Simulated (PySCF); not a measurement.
# BPH5F (SMILES [BH3-][PH2+]F): levels of theory compared

Aim: a comparison of 6 runs (B3LYP/6-31G*, PBE/6-31G*, PBE0/def2-SVP, SVWN5/def2-SVP, SVWN5/def2-TZVP) of BPH5F. Input form: a Python script.

The results are computed with PySCF 2.14.0.

## Step 1: The system as given

The species is BPH5F (8 atoms), meant as a singlet with charge 0. As SMILES, `[BH3-][PH2+]F`. The coordinates come from a GFN2-xTB relaxation.

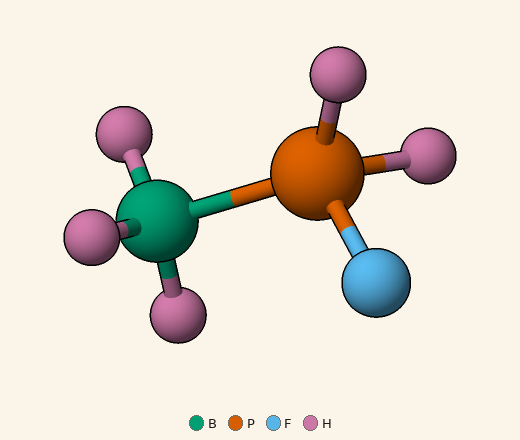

Viewed from a chosen angle; boron teal, phosphorus orange, fluorine blue, hydrogen pink.

## Step 2: Energy and forces at B3LYP/6-31G(d) (spherical functions) (run 1)

The input, run.py:

```python
import pyscf.grad
from pyscf import gto, dft

mol = gto.M(
    atom='''
B       -0.525110       0.874630      -0.448000
P        0.288000      -0.609520       0.411990
F        1.529250      -1.194390      -0.442790
H       -0.897030       0.447050      -1.494090
H        0.345720       1.680310      -0.536530
H       -1.410660       1.211300       0.267460
H        0.983450      -0.558610       1.620810
H       -0.313620      -1.850770       0.621140
''',
    verbose=3,
    spin=0,
    basis='6-31g*',
    max_memory=1860,
)

mf = dft.RKS(mol)
mf.xc = 'b3lyp'
mf.conv_tol = 1e-10
mf.grids.level = 5
mf.kernel()
if not mf.converged:
    mf = mf.newton().run(mf.mo_coeff, mf.mo_occ)

etot = mf.e_tot
print('E = %.10f Eh' % etot)
grad = mf.Gradients().kernel()
dip = mf.dip_moment()
pop, q = mf.mulliken_pop()
```

Run with:

```sh
$ OMP_NUM_THREADS=1 python run.py
```

Output:

```text
converged SCF energy = -469.03641534608
E = -469.0364153461 Eh
--------------- RKS gradients ---------------
         x                y                z
0 B     0.0016002700     0.0017422399    -0.0041912223
1 P    -0.0268314202     0.0129636237     0.0177092846
2 F     0.0028008190    -0.0050196651     0.0028857612
3 H     0.0024976967     0.0055064651     0.0063601524
4 H    -0.0074917300    -0.0044599662    -0.0013191248
5 H     0.0084652552    -0.0030535013    -0.0070877429
6 H     0.0037513499    -0.0095799540    -0.0115426755
7 H     0.0152112185     0.0019034878    -0.0028084409
----------------------------------------------
Dipole moment(X, Y, Z, Debye):  0.27252, -2.25124,  2.54919
 ** Mulliken pop  **
pop of  0 B 1s            1.99632
pop of  0 B 2s            0.54944
pop of  0 B 3s            0.42318
pop of  0 B 2px           0.59306
pop of  0 B 2py           0.49926
pop of  0 B 2pz           0.57035
pop of  0 B 3px           0.22506
pop of  0 B 3py           0.17022
pop of  0 B 3pz           0.22565
pop of  0 B 3dxy          0.00895
pop of  0 B 3dyz          0.00850
pop of  0 B 3dz^2         0.00580
pop of  0 B 3dxz          0.00897
pop of  0 B 3dx2-y2       0.00387
pop of  1 P 1s            1.99963
pop of  1 P 2s            1.99621
pop of  1 P 3s            1.23118
pop of  1 P 4s            0.25346
pop of  1 P 2px           1.98823
pop of  1 P 2py           1.98987
pop of  1 P 2pz           1.98867
pop of  1 P 3px           0.65163
pop of  1 P 3py           0.88194
pop of  1 P 3pz           0.70819
pop of  1 P 4px           0.10759
pop of  1 P 4py           0.16295
pop of  1 P 4pz           0.14379
pop of  1 P 3dxy          0.05487
pop of  1 P 3dyz          0.02285
pop of  1 P 3dz^2         0.05388
pop of  1 P 3dxz          0.05390
pop of  1 P 3dx2-y2       0.03800
pop of  2 F 1s            1.99723
pop of  2 F 2s            0.93290
pop of  2 F 3s            1.03391
pop of  2 F 2px           1.04966
pop of  2 F 2py           1.13924
pop of  2 F 2pz           1.11601
pop of  2 F 3px           0.65812
pop of  2 F 3py           0.72430
pop of  2 F 3pz           0.70382
pop of  2 F 3dxy          0.00301
pop of  2 F 3dyz          0.00170
pop of  2 F 3dz^2         0.00217
pop of  2 F 3dxz          0.00420
pop of  2 F 3dx2-y2       0.00272
pop of  3 H 1s            0.51218
pop of  3 H 2s            0.49523
pop of  4 H 1s            0.51220
pop of  4 H 2s            0.49524
pop of  5 H 1s            0.51218
pop of  5 H 2s            0.51259
pop of  6 H 1s            0.52544
pop of  6 H 2s            0.46253
pop of  7 H 1s            0.52555
pop of  7 H 2s            0.46239
 ** Mulliken atomic charges  **
charge of    0B =     -0.28864
charge of    1P =      0.67316
charge of    2F =     -0.36899
charge of    3H =     -0.00741
charge of    4H =     -0.00744
charge of    5H =     -0.02477
charge of    6H =      0.01203
charge of    7H =      0.01206
```

Run time: 14 s. Hardware: 1 thread of Arm Neoverse V1, shared host; peak memory 0.57 GiB.

## Step 3: Energy and gradient at PBE/6-31G(d) (spherical functions) (run 2)

The input, input.py:

```python
import pyscf.grad
from pyscf import gto, dft

mol = gto.M(
    atom='''
B     -0.992314     1.652811    -0.846597
P      0.544241    -1.151826     0.778548
F      2.889864    -2.257070    -0.836752
H     -1.695141     0.844802    -2.823421
H      0.653316     3.175326    -1.013895
H     -2.665761     2.289025     0.505426
H      1.858451    -1.055620     3.062887
H     -0.592656    -3.497448     1.173784
''',
    charge=0,
    basis='6-31g*',
    verbose=4,
    max_memory=1860,
    unit='bohr',
)

mf = dft.RKS(mol, xc='pbe')
mf.conv_tol = 1e-10
mf.grids.level = 5
mf.kernel()
if not mf.converged:
    mf = mf.newton().run(mf.mo_coeff, mf.mo_occ)

energy = mf.e_tot
print('Final energy', energy)
grad = mf.Gradients().kernel()
mf.analyze()
```

Run with:

```sh
$ OMP_NUM_THREADS=1 python input.py
```

Output:

```text
PySCF version 2.14.0

[... 99 lines left out ...]
DFT Exchange-Correlation Energy =      -39.372056839818057
[... 9 lines left out ...]
MO #8   energy= -1.10855231292192  occ= 2
[... 7 lines left out ...]
MO #16  energy= -0.279657836336813 occ= 2
[... 7 lines left out ...]
MO #24  energy= 0.164485245841032  occ= 0
[... 7 lines left out ...]
MO #32  energy= 0.564412014089598  occ= 0
[... 7 lines left out ...]
MO #40  energy= 0.958685541504387  occ= 0
[... 7 lines left out ...]
MO #48  energy= 1.74923656461915   occ= 0
[... 7 lines left out ...]
MO #56  energy= 2.63168651701232   occ= 0
[... 67 lines left out ...]
Dipole moment(X, Y, Z, Debye):  0.32286, -2.17603,  2.38729
```

Run time: 14 s. Hardware: 1 thread of Arm Neoverse V1, shared host; peak memory 0.57 GiB.

Runs 3 to 5 aren't shown in full; the table further down has their settings and results.

## Step 4: Energy and forces at SVWN5/def2-TZVP (run 6)

The input, run.py:

```python
from pyscf import gto, dft

mol = gto.M(
    atom='''
B       -0.525110       0.874630      -0.448000
P        0.288000      -0.609520       0.411990
F        1.529250      -1.194390      -0.442790
H       -0.897030       0.447050      -1.494090
H        0.345720       1.680310      -0.536530
H       -1.410660       1.211300       0.267460
H        0.983450      -0.558610       1.620810
H       -0.313620      -1.850770       0.621140
''',
    basis='def2-tzvp',
    charge=0,
    verbose=3,
    max_memory=1860,
)

calc0 = dft.RKS(mol, xc='svwn')
calc0.grids.level = 5
calc0.conv_tol = 1e-10
calc0.kernel()
if not calc0.converged:
    calc0 = calc0.newton().run(calc0.mo_coeff, calc0.mo_occ)

e_tot = calc0.e_tot
print('E(%s) = %.9f' % ('SVWN5', e_tot))
grad = calc0.nuc_grad_method().kernel()
calc0.analyze()
```

Run with:

```sh
$ OMP_NUM_THREADS=1 python run.py
```

Output:

```text
converged SCF energy = -466.896657034079
[... 18 lines left out ...]
MO #9   energy= -0.646038828349042 occ= 2
[... 14 lines left out ...]
MO #24  energy= 0.096058446219466  occ= 0
[... 14 lines left out ...]
MO #39  energy= 0.445852480615257  occ= 0
[... 14 lines left out ...]
MO #54  energy= 0.922048079587578  occ= 0
[... 14 lines left out ...]
MO #69  energy= 1.53064841707654   occ= 0
[... 14 lines left out ...]
MO #84  energy= 2.08622050407496   occ= 0
[... 14 lines left out ...]
MO #99  energy= 2.66367917897948   occ= 0
[... 14 lines left out ...]
MO #114 energy= 6.70650188060505   occ= 0
[... 14 lines left out ...]
MO #129 energy= 56.5866600423963   occ= 0
[... 9 lines left out ...]
Dipole moment(X, Y, Z, Debye):  0.22413, -2.06206,  2.36915
```

Wall time 35 s (1 thread of Arm Neoverse V1, shared host); peak memory 0.8 GiB.

## Step 5: All runs side by side

```
run                               level  Cartesian functions  energy (Eh)  dipole moment (D)  HOMO energy (eV)  LUMO energy (eV)  wall time
  1  B3LYP/6-31G* (spherical functions)                   no  -469.036415               3.41             -8.64             -1.20       14 s
  2    PBE/6-31G* (spherical functions)                   no  -468.699211               3.25             -7.49             -1.92       14 s
  3  B3LYP/6-31G* (Cartesian functions)                  yes  -469.040391               3.41             -8.63             -1.22       15 s
  4                       PBE0/def2-SVP                   no  -468.564394               3.56             -8.95             -0.95       17 s
  5                      SVWN5/def2-SVP                   no  -466.603879               3.38             -7.58             -2.06       11 s
  6                     SVWN5/def2-TZVP                   no  -466.896657               3.15             -7.77             -2.49       35 s
```

## Step 6: What came out

| quantity | value |
| --- | --- |
| run 6: total energy | -466.89666 Eh |
| run 6: dipole moment | 3.15 D |
| run 6: HOMO energy | -7.77 eV |
| run 6: LUMO energy | -2.49 eV |
| run 6: HOMO–LUMO gap | 5.28 eV |
| run 6: largest force on an atom | 2.081 eV/Å |

The dipole moment (its size) runs from 3.15 D (SVWN5/def2-TZVP) to 3.56 D (PBE0/def2-SVP). The two ends differ in method and basis. The HOMO–LUMO gap runs from 5.28 eV (SVWN5/def2-TZVP) to 8.00 eV (PBE0/def2-SVP). Totals of different functionals can't be ranked against each other. All runs together took 1.7 min, the longest 35 s.
